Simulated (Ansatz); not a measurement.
# AlNH4O2 (SMILES [NH2][Al]([OH])[OH]): a chain of runs

Aim: a series of 18 runs (HF/STO-3G, UHF/STO-3G, HF/3-21G, UHF/3-21G, HF/6-31G*, UHF/6-31G*, B3LYP/6-31G*, PBE/def2-SVP, and more) of AlH4NO2. 

The results are computed with Ansatz 0.2.0.

## Step 1: Starting point

The species is AlNH4O2 (8 atoms), meant as a singlet with charge 0. SMILES: `[NH2][Al]([OH])[OH]`. The coordinates come from a PBE0-D4/def2-TZVP relaxation. This is one conformer, not always the lowest. The run starts from this shape.

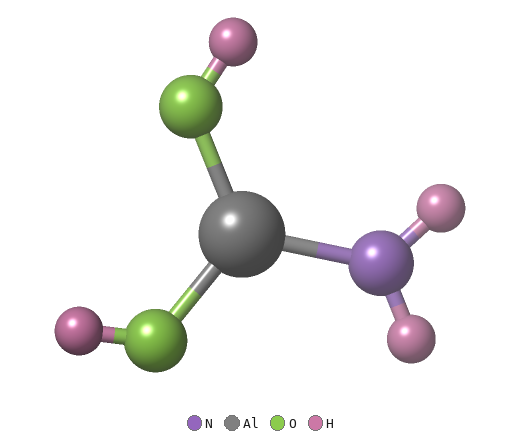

The structure, seen from a chosen angle (nitrogen purple, aluminium grey, oxygen green, hydrogen pink).

## Step 2: A geometry optimisation at HF/STO-3G (start density atoms) (run 1)

Input file job.yaml:

```yaml
crystal:
  periodic: [false, false, false]
  atoms:
    - symbol: N
      position_ang: [-0.453400, 1.370900, 0.159000]
    - symbol: Al
      position_ang: [0.021900, -0.314300, -0.015200]
    - symbol: O
      position_ang: [1.569400, -0.806100, -0.500900]
    - symbol: O
      position_ang: [-1.140100, -1.496100, 0.324200]
    - symbol: H
      position_ang: [0.132800, 2.170000, -0.009000]
    - symbol: H
      position_ang: [-1.372600, 1.662000, 0.447700]
    - symbol: H
      position_ang: [2.287000, -0.213800, -0.712700]
    - symbol: H
      position_ang: [-0.952800, -2.429800, 0.251200]
basis:
  gaussian:
    orbitals: STO-3G
hamiltonian:
  xc: hf
relax:
  f_tol: 0.002
output: {orbitals: {seedname: orbitals}}
```

Started as:

```sh
ansatz run job.yaml --threads 1 --pin off --max-ram 3480MiB --events-out events.jsonl --progress --plain --runs-dir runs
```

What it wrote:

```text
Warning: RAYON_NUM_THREADS=1 ignored (pool sized by the plan → 1); use --threads N
The last accepted step is kept in runs//last_step.txt (removed where the run ends without a failure and the disk answers)
[... 62 lines left out ...]
Total energy: -12051.03114951 eV, -442.8672262623 hartree
[... 8 lines left out ...]
Dipole moment:     0.159011     0.263878    -0.044822 e Å
```

Wall time 4.5 s (1 thread of Arm Neoverse V2, shared host); peak memory 0.1 GiB.

Steps, from the record of the run:

| step | energy from the first frame kept (eV) | largest force (eV/Å) |
| --- | --- | --- |
| 1 | 0.0000 | 2.9979 |
| 2 | -0.2305 | 0.6738 |
| 3 | -0.3004 | 0.8130 |
| 4 | -0.3171 | 0.3522 |
| 5 | -0.3183 | 0.1192 |
| 6 | -0.3190 | 0.0278 |
| 7 | -0.3190 | 0.0052 |
| 8 | -0.3190 | 0.0007 |

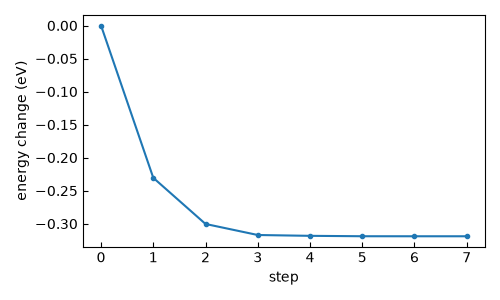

Energy along the run.

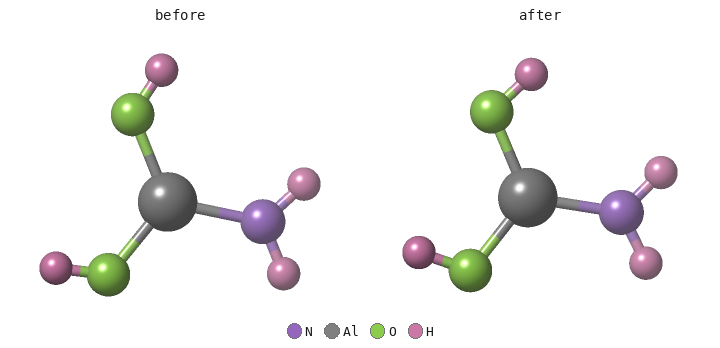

Before and after, at one scale.

After the run. Bond lengths: N1–Al2 1.714 Å, Al2–O3 1.675 Å, Al2–O4 1.673 Å, N1–H5 1.015 Å, N1–H6 1.014 Å, O3–H7 0.984 Å, O4–H8 0.984 Å. Angles: N1–Al2–O3 121.8°, N1–Al2–O4 119.4°, O3–Al2–O4 118.7°, Al2–N1–H5 126.1°, Al2–N1–H6 124.8°, Al2–O3–H7 110.2°, Al2–O4–H8 109.2°, H5–N1–H6 109.1°.

## Step 3: Vibrational wavenumbers at HF/STO-3G (start density atoms) (run 2)

Input file job.yaml:

```yaml
crystal:
  periodic: [false, false, false]
  atoms:
    - symbol: "N"
      position_ang: [-0.405312, 1.320938, 0.143361]
    - symbol: Al
      position_ang: [-0.017580, -0.341757, -0.003497]
    - symbol: O
      position_ang: [1.503052, -0.855065, -0.481241]
    - symbol: O
      position_ang: [-1.183949, -1.491669, 0.337862]
    - symbol: H
      position_ang: [0.220953, 2.098394, -0.037239]
    - symbol: H
      position_ang: [-1.309167, 1.682278, 0.428311]
    - symbol: H
      position_ang: [2.086858, -0.080703, -0.648785]
    - symbol: H
      position_ang: [-0.802656, -2.389616, 0.205528]
basis:
  gaussian: {orbitals: STO-3G}
hamiltonian: {xc: hf}
phonons: {temperatures: {t_min: 298.15, t_max: 298.15, t_step: 1}}
```

Started as:

```sh
ansatz run job.yaml --threads 1 --pin off --max-ram 3480MiB --events-out events.jsonl --progress --plain --runs-dir runs
```

What it wrote:

```text
Warning: RAYON_NUM_THREADS=1 ignored (pool sized by the plan → 1); use --threads N
[... 263 lines left out ...]
Total energy: -12051.03116697 eV, -442.8672269037 hartree
[... 8 lines left out ...]
Dipole moment:     0.159010     0.263879    -0.044821 e Å
Vibrations: 243.12 247.79 252.78 293.02 320.39 339.52 360.45 788.43 846.63 1002.27 1019.82 1137.63 1181.37 1983.37 4024.43 4204.78 4244.45 4249.05 cm⁻¹, zero-point energy 1.657626 eV
```

Run time: 12 s. Hardware: 1 thread of Arm Neoverse V2, shared host.

Run 3 isn't shown in full; the table further down has it.

## Step 4: The doublet cation: a structure relaxation at UHF/STO-3G (start density atoms) (run 4)

job.yaml, as its differences from that of step 3:

```diff
@@ -20,4 +20,10 @@
 basis:
-  gaussian: {orbitals: STO-3G}
-hamiltonian: {xc: hf}
-phonons: {temperatures: {t_min: 298.15, t_max: 298.15, t_step: 1}}
+  gaussian:
+    orbitals: STO-3G
+total_charge: 1
+magnetization:
+  spin_polarized: true
+  initial_magnetization: 1
+hamiltonian:
+  xc: hf
+relax: {}
```

Started as:

```sh
ansatz run job.yaml --threads 1 --pin off --max-ram 3480MiB --events-out events.jsonl --progress --plain --runs-dir runs
```

What it wrote:

```text
Warning: RAYON_NUM_THREADS=1 ignored (pool sized by the plan → 1); use --threads N
The last accepted step is kept in runs//last_step.txt (removed where the run ends without a failure and the disk answers)
[... 77 lines left out ...]
Total energy: -12046.22065538 eV, -442.6904438637 hartree
[... 8 lines left out ...]
Dipole moment:    -0.124303     1.093991     0.056089 e Å
```

Wall time 6 s (1 thread of Arm Neoverse V2, shared host); peak memory 0.1 GiB.

Step by step:

| step | energy from the first frame kept (eV) | largest force (eV/Å) |
| --- | --- | --- |
| 1 | 0.0000 | 7.4957 |
| 2 | -0.5123 | 3.8211 |
| 3 | -0.7429 | 0.8323 |
| 4 | -0.7771 | 0.3652 |
| 5 | -0.7938 | 0.3611 |
| 6 | -0.7996 | 0.2501 |
| 7 | -0.8028 | 0.0788 |
| 8 | -0.8033 | 0.0319 |
| 9 | -0.8034 | 0.0189 |
| 10 | -0.8034 | 0.0065 |

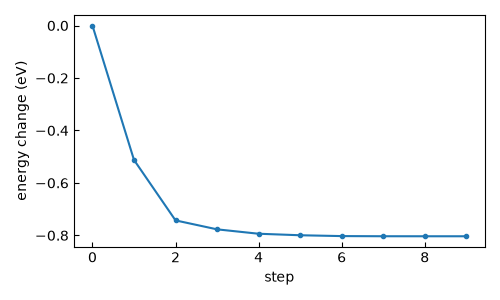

Energy along the run.

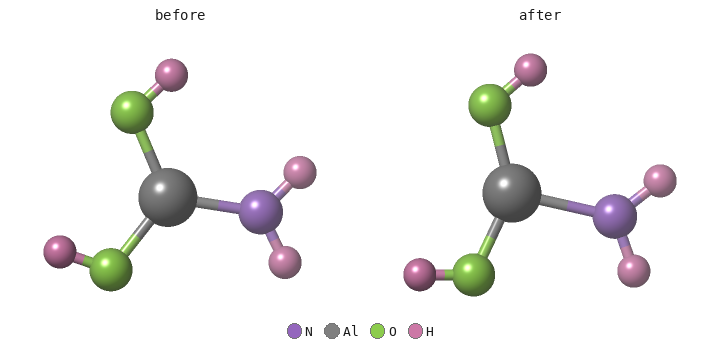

Before and after, at one scale.

After the run. Bond lengths: N1–Al2 1.923 Å, Al2–O3 1.641 Å, Al2–O4 1.641 Å, N1–H5 1.048 Å, N1–H6 1.049 Å, O3–H7 0.980 Å, O4–H8 0.980 Å. Angles: N1–Al2–O3 116.8°, N1–Al2–O4 102.6°, O3–Al2–O4 140.6°, Al2–N1–H5 129.3°, Al2–N1–H6 122.0°, Al2–O3–H7 116.6°, Al2–O4–H8 115.1°, H5–N1–H6 108.7°.

Runs 5 to 17 aren't shown in full; the table further down has their settings and results.

## Step 5: The harmonic vibrations at MP2/6-31G(d) (Cartesian functions, start density atoms) (run 18)

Input file job.yaml:

```yaml
crystal:
  periodic: [false, false, false]
  atoms:
    - {symbol: N, position_ang: [-0.452943, 1.388449, 0.159216]}
    - {symbol: Al, position_ang: [0.017768, -0.314800, -0.013605]}
    - {symbol: O, position_ang: [1.581393, -0.835938, -0.505050]}
    - {symbol: O, position_ang: [-1.165832, -1.509201, 0.331993]}
    - {symbol: H, position_ang: [0.131213, 2.196464, -0.007989]}
    - {symbol: H, position_ang: [-1.379560, 1.674213, 0.449788]}
    - {symbol: H, position_ang: [2.289864, -0.213722, -0.713781]}
    - {symbol: H, position_ang: [-0.929703, -2.442666, 0.243728]}
basis:
  gaussian:
    orbitals: "6-31G*"
correlation:
  method: mp2
phonons:
  temperatures:
    t_min: 298.15
    t_max: 298.15
    t_step: 1
```

Started as:

```sh
ansatz run job.yaml --threads 1 --pin off --max-ram 3480MiB --events-out events.jsonl --progress --plain --runs-dir runs
```

What it wrote:

```text
Warning: RAYON_NUM_THREADS=1 ignored (pool sized by the plan → 1); use --threads N
[... 41 lines left out ...]
8 core orbitals not correlated: weight in the atoms' cores, before any rotation towards them, 1.000 or more for the frozen orbitals, at most 0.000 for the correlated occupied ones
[... 166 lines left out ...]
8 core orbitals not correlated: weight in the atoms' cores, before any rotation towards them, 1.000 or more for the frozen orbitals, at most 0.000 for the correlated occupied ones
[... 164 lines left out ...]
Dipole moment:     0.241203     0.333568    -0.068865 e Å
[... 1 line left out ...]
Checks for a lower state left out: cluster_reference
```

Run time: 59 s. Hardware: 1 thread of Arm Neoverse V2, shared host; peak memory 0.14 GiB.

## Step 6: Overview of the runs

| run | level | task | walk f tol | partner | energy (Eh) | dipole moment (D) | wall time |
| --- | --- | --- | --- | --- | --- | --- | --- |
| 1 | HF/STO-3G (start density atoms) | optimise | 0.002 | base | -442.867226 | 1.50 | 4.5 s |
| 2 | HF/STO-3G (start density atoms) | frequencies | – | base | -442.867227 | 1.50 | 12 s |
| 3 | UHF/STO-3G (start density atoms) | energy | – | cation | -442.660914 | – | 0.28 s |
| 4 | UHF/STO-3G (start density atoms) | optimise | – | cation | -442.690444 | – | 6 s |
| 5 | HF/3-21G (start density atoms) | optimise | 0.002 | base | -446.119596 | 1.31 | 6.9 s |
| 6 | HF/3-21G (start density atoms) | frequencies | – | base | -446.119596 | 1.31 | 13 s |
| 7 | UHF/3-21G (start density atoms) | energy | – | cation | -445.833014 | – | 0.36 s |
| 8 | UHF/3-21G (start density atoms) | optimise | – | cation | -445.855847 | – | 4.8 s |
| 9 | HF/6-31G* (Cartesian functions, start density atoms) | optimise | 0.002 | base | -448.543375 | 1.90 | 6.6 s |
| 10 | HF/6-31G* (Cartesian functions, start density atoms) | frequencies | – | base | -448.543375 | 1.90 | 32 s |
| 11 | UHF/6-31G* (Cartesian functions, start density atoms) | energy | – | cation | -448.232880 | – | 2 s |
| 12 | UHF/6-31G* (Cartesian functions, start density atoms) | optimise | – | cation | -448.265737 | – | 14 s |
| 13 | B3LYP/6-31G* (Cartesian functions, start density atoms) | optimise | 0.002 | base | -450.167624 | 1.93 | 20 s |
| 14 | B3LYP/6-31G* (Cartesian functions, start density atoms) | frequencies | – | base | -450.167624 | 1.93 | 69 s |
| 15 | PBE/def2-SVP (start density atoms) | optimise | 0.002 | base | -449.574012 | 1.77 | 14 s |
| 16 | PBE/def2-SVP (start density atoms) | frequencies | – | base | -449.574012 | 1.77 | 48 s |
| 17 | MP2/6-31G* (Cartesian functions, start density atoms) | optimise | 0.002 | base | -449.123660 | 2.00 | 13 s |
| 18 | MP2/6-31G* (Cartesian functions, start density atoms) | frequencies | – | base | -449.123660 | 2.00 | 59 s |

## Step 7: Outcome

| quantity | value |
| --- | --- |
| run 18, MP2/6-31G*: total energy | -449.12366 Eh |
| run 18, MP2/6-31G*: dipole moment (correlated density) | 2.00 D |
| run 18, MP2/6-31G*: correlation energy (8 core orbitals frozen) | -582.4 mEh |
| run 18, MP2/6-31G*: largest force on an atom | 0.001 eV/Å |
| run 18, MP2/6-31G*: lowest harmonic wavenumber | 181 cm⁻¹ |
| run 18, MP2/6-31G*: highest harmonic wavenumber | 3888 cm⁻¹ |
| run 18, MP2/6-31G*: zero-point energy | 139.2 kJ/mol |
| vertical ionisation energy (to the doublet cation), HF/STO-3G | 5.614 eV |
| vertical ionisation energy (to the doublet cation), HF/3-21G | 7.798 eV |
| vertical ionisation energy (to the doublet cation), HF/6-31G* | 8.449 eV |
| adiabatic ionisation energy (to the doublet cation, no zero-point term), HF/STO-3G | 4.810 eV |
| adiabatic ionisation energy (to the doublet cation, no zero-point term), HF/3-21G | 7.177 eV |
| adiabatic ionisation energy (to the doublet cation, no zero-point term), HF/6-31G* | 7.555 eV |

In words: At HF/STO-3G: the vertical ionisation energy comes to 5.61 eV (129 kcal/mol). In a minimal basis such a difference can be off by several eV, whatever the method. At HF/3-21G: removing an electron at fixed nuclei costs 7.80 eV (180 kcal/mol). At HF/6-31G*: the vertical ionisation energy comes to 8.45 eV (815 kJ/mol). At HF/STO-3G: the adiabatic ionisation energy (to the doublet cation, no zero-point term) is 4.81 eV (464 kJ/mol). At HF/3-21G: the adiabatic ionisation energy (to the doublet cation, no zero-point term) is 7.18 eV (692 kJ/mol). Totals of different functionals can't be ranked against each other. In runs 1, 2, 3, 4 the basis is minimal, so the values are rough. All runs together took 5.4 min, the longest 69 s.
